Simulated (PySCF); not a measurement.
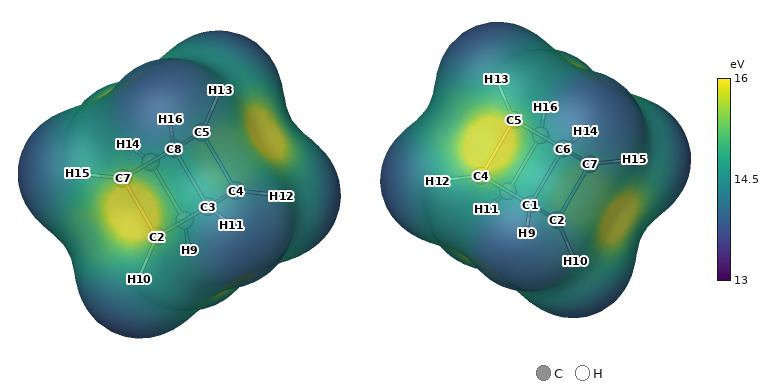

*C8H8, SMILES `C12C3C4C1C5C2C3C45`. Average local ionisation energy on the surface of electron density 0.001 a.u. (back view left, front view right).*

PySCF calculation, ωB97X/def2-SVP, gas phase; geometry: GFN2-xTB. No frequency check shows the geometry to be a minimum.

Input

```python
import numpy as np
from pyscf import gto, scf, dft
from pyscf.scf import atom_ks, atom_hf
from scipy.linalg import block_diag

def solve(mol, dm0=None, hcore=None):
    mf = (dft.UKS if mol.spin else dft.RKS)(mol, xc='wb97x')
    mf.grids.level = 3
    mf = mf.density_fit(auxbasis='def2-universal-jkfit')
    mf.conv_tol, mf.max_cycle = 1e-8, 80
    if hcore is not None:
        mf.get_hcore = lambda *args: hcore
    mf.kernel(dm0)
    if not mf.converged:
        mf = mf.newton().run(mf.mo_coeff, mf.mo_occ, max_cycle=30)
    assert mf.converged, 'SCF not converged'
    return mf

mol = gto.M(atom='''
C      0.45798     1.22910     0.25665
C     -0.80062     0.90284    -0.57468
C     -0.02137    -0.20058    -1.32121
C      1.23716     0.12571    -0.48974
C      0.80064    -0.90273     0.57467
C      0.02144     0.20051     1.32121
C     -1.23720    -0.12579     0.48975
C     -0.45803    -1.22906    -0.25666
H      0.82942     2.22568     0.46470
H     -1.44985     1.63487    -1.04059
H     -0.03873    -0.36316    -2.39251
H      2.24029     0.22762    -0.88694
H      1.44994    -1.63468     1.04060
H      0.03876     0.36304     2.39253
H     -2.24032    -0.22777     0.88696
H     -0.82948    -2.22564    -0.46471
''', basis='def2-svp', charge=0, spin=0, verbose=4)
mf = solve(mol)
mf.analyze()
# spherically averaged free atoms, for the promolecule
atm = atom_ks.get_atm_nrks(mol, xc='wb97x')
pro = block_diag(*[(atm[a[0]][2] * atm[a[0]][3]) @ atm[a[0]][2].T for a in mol._atom])
np.savez('result.npz', e=mf.e_tot, c=mf.mo_coeff, occ=mf.mo_occ, eps=mf.mo_energy, pro=pro, dip=mf.dip_moment(verbose=0), s2=mf.spin_square()[0])
```

Command:

```sh
OMP_NUM_THREADS=1 python input.py
```

The run took 27 s on 1 thread of Arm Neoverse V1, on a shared host, peak memory 0.65 GiB.

Partitions, critical points and surface values were worked out afterwards from this run's density.

Question: Where are the most loosely bound electrons on this surface?

Answer: The lowest value is 13.8 eV, 1.4 Å from H14, and at like points elsewhere. For comparison, the highest occupied orbital lies at −9.7 eV.
